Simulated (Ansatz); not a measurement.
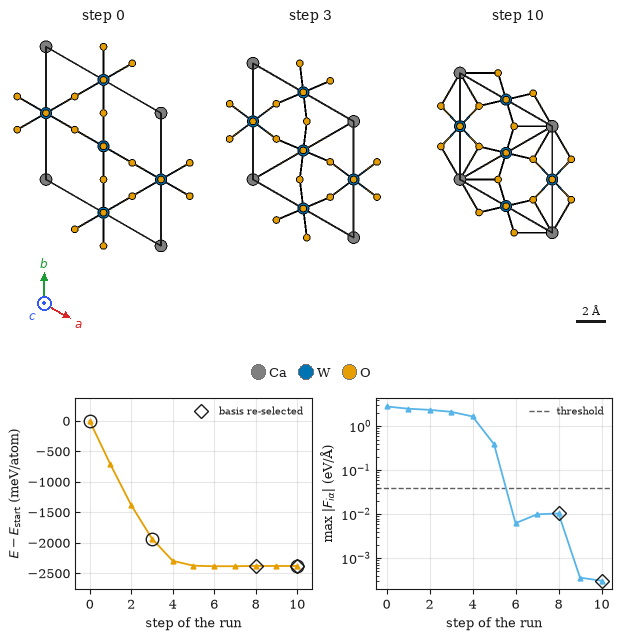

Frames of a relaxation of a crystal of CaW₃O₉ (a generated structure, set up in P6/mmm) (coarse preliminary run), marked on the history of the run. A ball-and-stick model of the cell of the calculation, seen along the c axis.

These are results of DFT PBE, scalar-relativistic, plane waves, PAW in Ansatz 0.2.0, not measurements.

Input file:
```yaml
crystal:
  lattice:
    - [9.2650174, 0.0, 0.0]
    - [-4.6325087, 8.02374044, 0.0]
    - [0.0, 0.0, 4.7549666]
  atoms:
    - { symbol: Ca, position: [0.0, 0.0, 0.5] }
    - { symbol: W, position: [0.5, 0.0, 0.0] }
    - { symbol: W, position: [0.5, 0.5, 0.0] }
    - { symbol: W, position: [0.0, 0.5, 0.0] }
    - { symbol: O, position: [0.5, 0.0, 0.5] }
    - { symbol: O, position: [0.5, 0.75, 0.0] }
    - { symbol: O, position: [0.5, 0.25, 0.0] }
    - { symbol: O, position: [0.25, 0.75, 0.0] }
    - { symbol: O, position: [0.75, 0.25, 0.0] }
    - { symbol: O, position: [0.5, 0.5, 0.5] }
    - { symbol: O, position: [0.25, 0.5, 0.0] }
    - { symbol: O, position: [0.75, 0.5, 0.0] }
    - { symbol: O, position: [0.0, 0.5, 0.5] }
basis:
  ecutwfc: 420
kpoints:
  mp_grid: { grid: [3, 3, 4] }
hamiltonian:
  xc: pbe
scf:
  occupations: { method: gaussian, width: 0.1 }
  lower_state_search: "off"
output:
  forces: true
  stress: true
  eigenvalues: true
relax:
  adjacent_minimum: "off"
  f_tol: 0.04
  max_steps: 70
  cell: { stress_tol: 0.4 }
```

Run as
```bash
ansatz run input.yaml --threads 1 --pin off --max-ram 2560MiB --backend cpu --events-out ev --progress --plain --runs-dir out
```

Describe the path.

Answer. Over 8 accepted moves (10 points after the start) the energy falls by 2378 meV per atom. Largest force component: 2.8 eV/Å at the start, 0.00031 eV/Å at the end. The pressure goes from −25.78 to 0.00 GPa. The SCF was repeated twice at an unchanged geometry on a basis and grid sized afresh for the cell, which shifted the energy by 4.5 meV per atom at most. The largest moves relative to the cell, 0.56 Å, are those of O6, O7, O8, O9, O11 and O12. O11 goes along [−1 −2 0]. Ca and W stay in place. The drawn cell changes as follows: a = b 9.265 → 7.428 Å (−19.8 %), c 4.755 → 3.819 Å (−19.7 %); the volume changes by −48.4 %. Some distances before and after: Ca1–O11 4.663 → 3.273 Å, Ca1–O10 4.633 → 3.714 Å, W2–O5 2.377 → 1.909 Å, W2–O6 2.316 → 1.939 Å. Among the angles between lasting bonds that change: O8–W4–O11 60.0° → 93.4°, O8–W4–O12 120.0° → 86.6°, W2–O9–W4 180.0° → 146.6°. The space group stays P6/mmm (No. 191). Cost: 2.7 min on 1 thread of Arm Neoverse V1, on a shared host, peak memory 0.6 GiB. From step 0 to 3: O atoms move most (0.25 Å), volume −34.7 %, energy −1928 meV per atom. From step 3 to 10: O atoms move most (0.33 Å), volume −21.0 %, energy −450 meV per atom.

| step | E − E(0), meV/atom | largest force component, eV/Å | pressure, GPa | volume, Å³/atom | note |
| --- | --- | --- | --- | --- | --- |
| 0 | 0.00 | 2.8189 | -25.78 | 27.191 |  |
| 1 | -712.75 | 2.5071 | -28.34 | 23.812 |  |
| 2 | -1378.42 | 2.3607 | -27.92 | 20.619 |  |
| 3 | -1927.84 | 2.1308 | -21.69 | 17.764 |  |
| 4 | -2293.28 | 1.6736 | -2.58 | 14.917 |  |
| 5 | -2373.35 | 0.3911 | -1.65 | 14.347 |  |
| 6 | -2382.18 | 0.0063 | 0.59 | 14.040 |  |
| 7 | -2382.17 | 0.0100 | -0.17 | 14.090 |  |
| 8 | -2377.69 | 0.0104 | -0.70 | 14.090 | same geometry, new basis |
| 9 | -2378.00 | 0.0004 | 0.02 | 14.035 |  |
| 10 | -2377.77 | 0.0003 | 0.00 | 14.035 | same geometry, new basis |
